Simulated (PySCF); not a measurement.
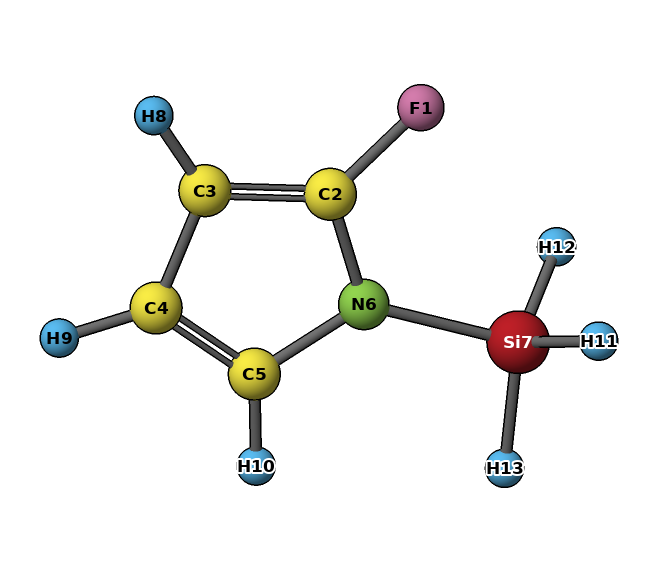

The questions are on isotropic NMR shieldings of the H atoms. Computed geometry: GFN2-xTB optimisation. No frequency run is at hand to confirm it as a minimum. Properties computed with GIAO PBE0/pcSseg-1 NMR shielding, non-relativistic, gas phase (PySCF 2.14.0).

Question: Which H atom is the most shielded (lowest chemical shift)?

Answer: H13 (26.92 ppm).

Question: Which H atom is the least shielded (highest chemical shift)?

Answer: H9 (25.38 ppm).

Question: How wide is the range of H shifts?

Answer: 1.54 ppm.

Give the isotropic NMR shieldings of the H atoms atom by atom.

```csv
atom,σ (ppm)
H8,25.84
H9,25.38
H10,25.67
H11,26.61
H12,26.61
H13,26.92
```

The geometry is semi-empirical. Around Si such bond lengths and angles can be off by a tenth of an ångström or more and by several degrees, and values that hang on the shape move with them.
